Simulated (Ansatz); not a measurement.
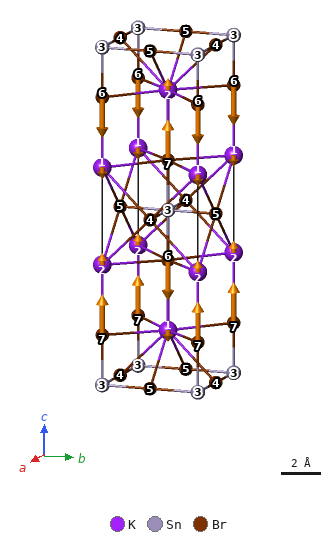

A relaxation of solid K$_{2}$SnBr$_{4}$ (built on the K2MgH4-139 type type). The starting structure is drawn; orange arrows show the displacements (the part carried along by the change of the cell is left out), 5 times their true length.

A ball-and-stick model of the conventional cell (2 times the calculation's cell), seen slightly off an axis. Lengths and directions refer to the drawn axes.

These are results of DFT, PBEsol, plane waves, PAW in Ansatz, not measurements.

Input file:
```yaml
crystal:
  lattice:
    - [-2.65094243, 2.65094243, 8.96198738]
    - [2.65094243, -2.65094243, 8.96198738]
    - [2.65094243, 2.65094243, -8.96198738]
  atoms:
    - { symbol: K, position: [0.64391956, 0.64391956, 0.0] }
    - { symbol: K, position: [0.35608044, 0.35608044, 0.0] }
    - { symbol: Sn, position: [0.0, 0.0, 0.0] }
    - { symbol: Br, position: [0.0, 0.5, 0.5] }
    - { symbol: Br, position: [0.5, 0.0, 0.5] }
    - { symbol: Br, position: [0.85194696, 0.85194696, 0.0] }
    - { symbol: Br, position: [0.14805304, 0.14805304, 0.0] }
kpoints:
  mp_grid: { grid: [6, 6, 6] }
hamiltonian:
  xc: pbesol
scf:
  occupations: { method: fermi_dirac, width: 0.03 }
relax:
  f_tol: 0.01
  cell: {}
  max_steps: 120
```

Command:
```bash
ansatz run input.yaml --threads 4 --pin off --max-ram 4608MiB --backend cpu --events-out ev --progress --plain --runs-dir out
```

Q: Describe the change and its energy.

A: The largest moves relative to the cell, 0.43 Å, are those of Br6 and Br7. Br7 goes along +c. Largest moves by element: Br 0.43 Å, K 0.12 Å. Sn stays in place. Cell: a = b 5.302 → 5.722 Å (+7.9 %), c 17.924 → 16.604 Å (−7.4 %). Volume +7.9 %. Among the contacts that change: K1–Br6 3.729 → 3.145 Å, K1–Br7 3.750 → 4.095 Å, Sn3–Br6 2.654 → 2.892 Å, Sn3–Br4 2.651 → 2.861 Å. Among the angles between lasting bonds that change: K1–Br5–K2 88.4° → 76.7°, K1–Br5–K1 91.6° → 103.3°, Br4–K1–Br4 91.6° → 103.3°. The space group stays I4/mmm (No. 139). Over 7 accepted moves (8 points after the start) the energy falls by 1.145 eV per cell of the calculation. Largest force component: 2 eV/Å at the start, 0.0052 eV/Å at the end. The pressure goes from 4.48 to −0.01 GPa. At 1 point the geometry stayed and the basis and grid were re-selected for the new cell (energy shift of 2.1 meV per cell of the calculation at most each time).
